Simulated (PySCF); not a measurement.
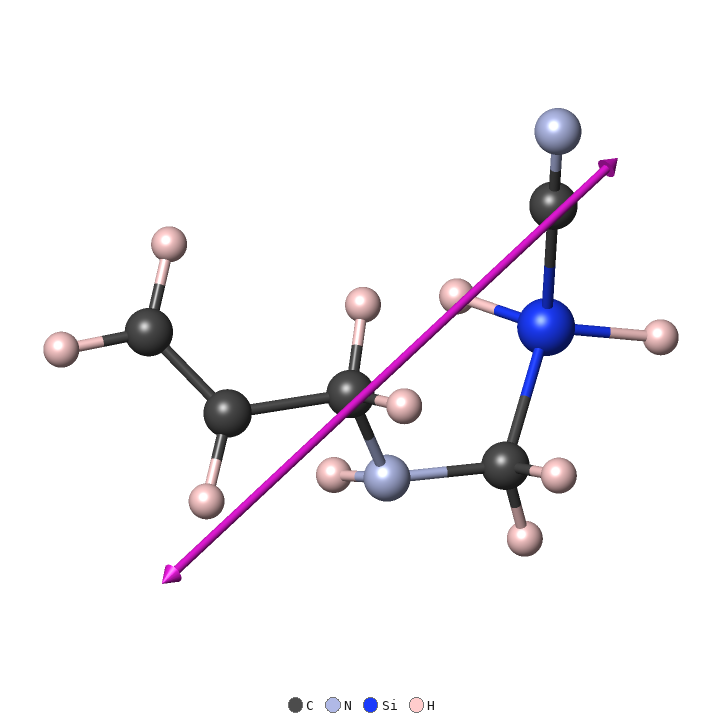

The double arrow shows the direction of the transition dipole to excited singlet state 5 (its length means nothing). Computed geometry: GFN2-xTB optimisation. No frequency run is at hand to confirm it as a minimum. Level of theory: TDDFT PBE0/def2-SVPD, vertical, gas phase, core orbitals frozen in the response (PySCF 2.14.0).

Question. Where does the transition lie, and how strong is it?

Answer. 6.20 eV (200 nm), oscillator strength 0.056, mainly HOMO → LUMO+4 (weight 0.77); transition dipole 1.55 D.

The geometry is semi-empirical. Around Si such bond lengths and angles can be off by a tenth of an ångström or more and by several degrees, and values that hang on the shape move with them.
